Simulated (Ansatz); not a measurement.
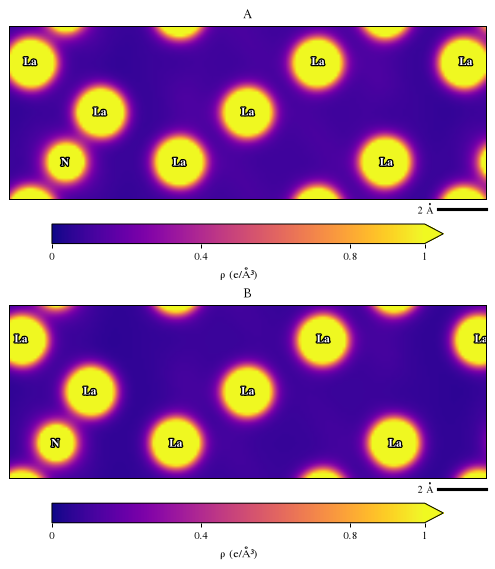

La6N. The valence charge density (pseudo) of two cells that differ in size and shape, on the (110) plane of each (indices in the axes of the calculation cell), at one length scale and on one colour scale; one has 28.4 and the other 32.3 Å³ an atom.

Space group P-3m1; a generated structure, not necessarily the stable one; computed without spin polarisation.

Level of theory: DFT PBE, scalar-relativistic, plane waves, PAW in Ansatz.

Core electrons are frozen (PAW), and the valence fields are smoothed inside the atomic spheres.

Question: Which is the denser cell? Describe the effect of the change.

Answer: Panel A is the smaller cell, by 12 % in volume. From the larger cell to the smaller, La–N goes from 2.57 to 2.51 Å, and the density at its midpoint from 0.36 to 0.4 e/Å³; the pressure goes from 0.0 to 4.8 GPa.
